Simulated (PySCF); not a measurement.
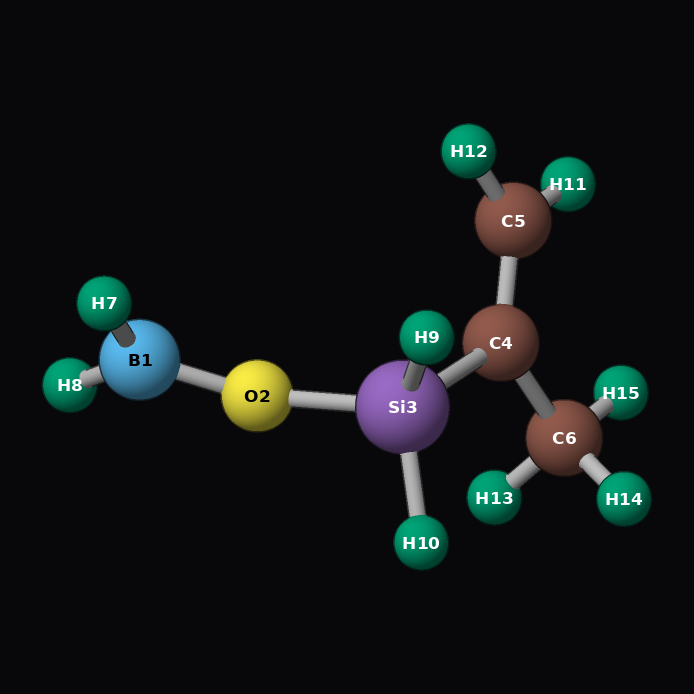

Geometry: an image of a reaction path computed with GFN2-xTB, not a minimum. Method: GIAO PBE0/pcSseg-1 NMR shielding, non-relativistic, gas phase (PySCF 2.14.0). Principal shieldings σ11 ≤ σ22 ≤ σ33, span Ω = σ33 − σ11, skew κ = 3(σiso − σ22)/Ω.

Give the shielding tensors of the O atoms.

```json
{"atom": "O2", "σ11": "−49.2", "σ22": "47.0", "σ33": "392.6", "σiso": "130.1", "Ω": "441.8", "κ": "0.56"}
```

Shieldings and span in ppm.
